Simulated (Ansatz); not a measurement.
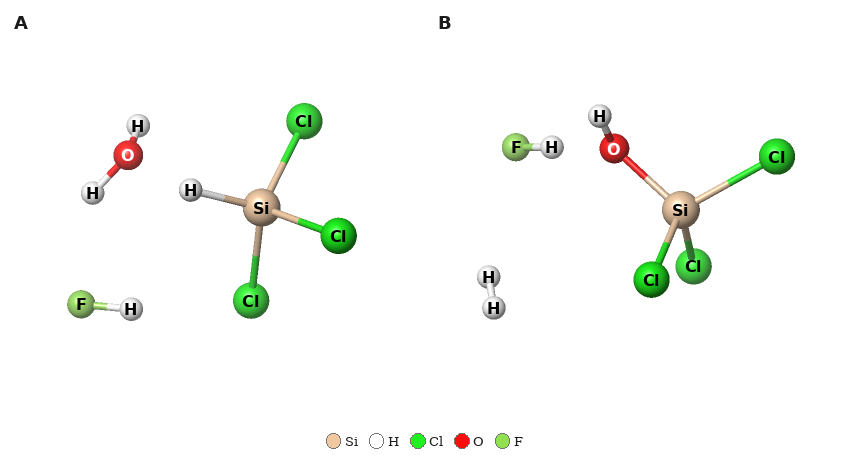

2 stationary structures of one formula. Geometries: PBE0-D4/def2-TZVP. Electronic energies: CCSD(T)/CBS (MP2 limit from def2-TZVPP and def2-QZVPP plus CCSD(T) − MP2) (Ansatz 0.2.0), without zero-point energy. Each is one conformer, not always the lowest.

**Which is lowest in energy, and by how much?**

B is lowest (a minimum); A lies 18.1 kcal/mol above it (a minimum).
